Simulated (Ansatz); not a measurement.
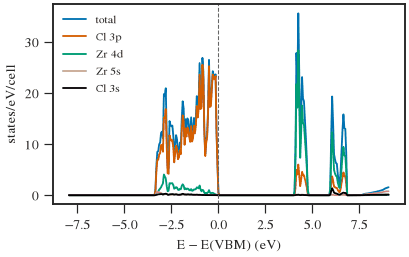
Total and projected density of states of ZrCl4 in space group P2/c (No. 13; Zr on 2e, Cl on 4g, Cl on 4g), DFT-r²SCAN+D4 in the program Ansatz with PAW potentials

Task: Which orbitals carry the states next to the gap?

Result: Top 1 eV of the valence band: Cl 3p 96 %. Bottom 1 eV of the conduction band: Zr 4d 77 %, Cl 3p 19 %. Projections are on Löwdin-orthogonalised atomic valence shells; empty p or d shells of many metals are not among them.

Task: Where is the tallest occupied peak in this window, and what makes it?

Result: Near -0.8 eV, about 27 states/eV per cell; the largest projected share is Cl 3p.

The workflow started from a Materials Project entry (that database holds measured and hypothetical structures alike); the Crystallography Open Database files this formula in space group No. 13, but the cells were not matched. Its standing as an ambient phase is unchecked. Symmetry was held in the r²SCAN+D4 relaxation; whether a distortion lowers the energy is not shown. No spin polarisation was allowed. Spin–orbit coupling is left out wherever it is not named.

Potentials: the later of the program's two PAW sets.
